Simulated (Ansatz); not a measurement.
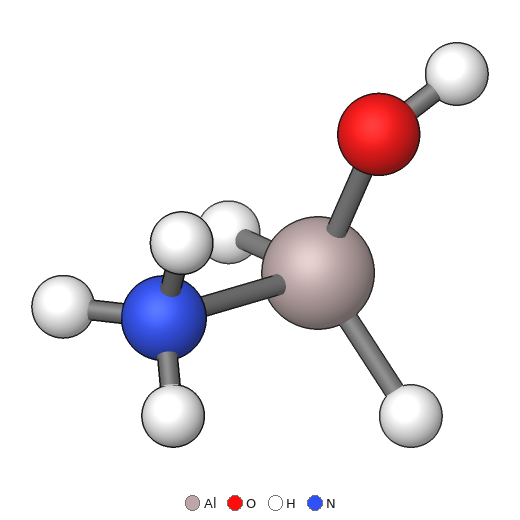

A ball-and-stick model of a molecule.

The computed structure is the end point of a PBE0-D4/def2-TZVP optimisation.

What does the picture show?

It has 9 atoms: 1 aluminium, 6 hydrogen, 1 nitrogen and 1 oxygen (AlH₆NO). The point group is Cs. Coordination, clear cases only: 1 O bent; 1 N tetrahedral.

The parts below concern this one geometry. Atoms keep their numbers from picture to picture.

Electronic properties

Properties computed with RKS r2SCAN-D4/def2-TZVPP (Ansatz 0.2.0).

Question: Estimate the dispersion correction.

Answer: −2.8 kJ/mol.

Charges

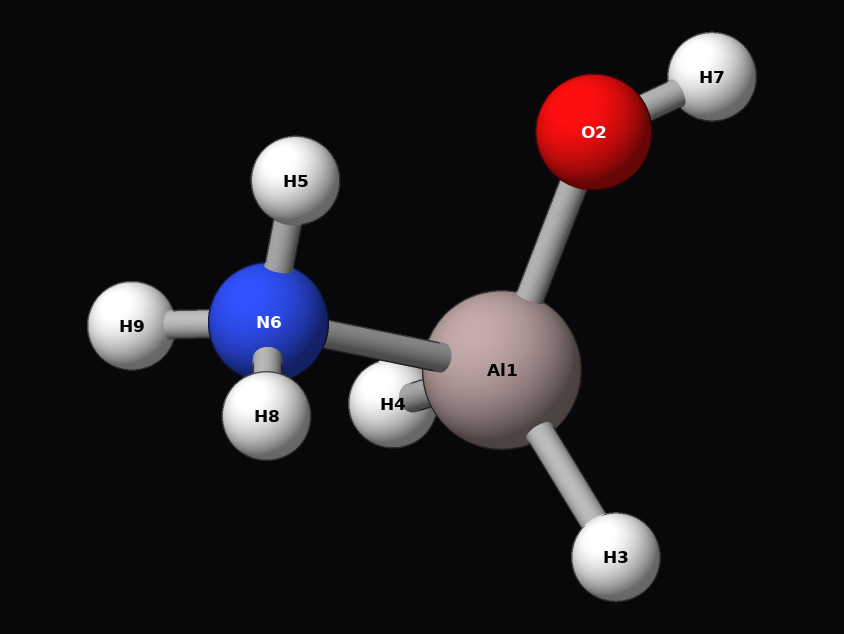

The questions are on Mulliken charges. Method: RKS PBE0-D4/def2-TZVP (Ansatz 0.2.0).

Question: Which atom carries the highest charge (most positive or least negative)?

Answer: Al1 (0.35 e).

Question: And the lowest?

Answer: O2 (−0.64 e).

Give the Mulliken charges atom by atom.

```
atom  value (e)
 Al1       0.35
  O2      −0.64
  H3      −0.17
  H4      −0.17
  H5       0.30
  N6      −0.55
  H7       0.30
  H8       0.28
  H9       0.28
```

Vibrations

Harmonic vibrations computed with RKS PBE0-D4/def2-TZVP (Ansatz 0.2.0) at a stationary point of the same level.

Question: List the wavenumbers.

Answer: 21 modes: 68, 122, 194, 376, 440, 539, 593, 641, 704, 721, 772, 823, 1216, 1647, 1657, 1843, 1863, 3478, 3595, 3622, 3984 cm⁻¹.

Mulliken values depend strongly on the basis set and can even reverse the polarity of a bond.
